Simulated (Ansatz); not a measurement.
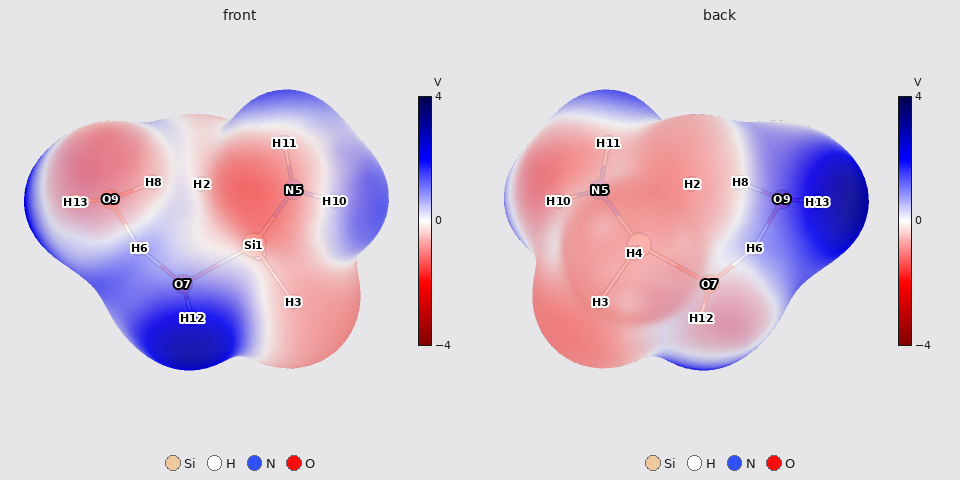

Figure 1: H8NO2Si···H. The electrostatic potential painted on the density surface at 0.002 e/bohr³, seen from the front and from behind; the colour scale runs from red (negative) to blue (positive).

A transition-state structure; geometry: PBE0-D4/def2-TZVP.

The calculation used Ansatz, RKS PBE0-D4/def2-TZVPP.

```yaml
atoms:
  - { symbol: Si, position_ang: [-0.6414, -0.5978, 0.5225] }
  - { symbol: H, position_ang: [0.7334, 0.3817, 0.8873] }
  - { symbol: H, position_ang: [-1.8139, -1.4079, -0.0175] }
  - { symbol: H, position_ang: [-0.1426, -1.5250, 1.5776] }
  - { symbol: N, position_ang: [-1.5457, 0.8272, 0.8004] }
  - { symbol: H, position_ang: [1.1288, -0.0907, -1.2223] }
  - { symbol: O, position_ang: [0.2447, -0.8851, -1.0104] }
  - { symbol: H, position_ang: [1.4116, 0.7390, 0.0533] }
  - { symbol: O, position_ang: [1.8805, 0.7940, -0.9610] }
  - { symbol: H, position_ang: [-2.5507, 0.8213, 0.7475] }
  - { symbol: H, position_ang: [-1.1620, 1.6543, 1.2240] }
  - { symbol: H, position_ang: [-0.3290, -1.1893, -1.7177] }
  - { symbol: H, position_ang: [2.7865, 0.4783, -0.8837] }
```

**Where is the surface potential most negative and most positive?**

The most negative region (about −1.1 V, or −25 kcal/mol for a unit charge) lies over N5, the most positive (about +3.0 V, or +69 kcal/mol for a unit charge) over H13. N5 is the likeliest acceptor of a hydrogen bond.
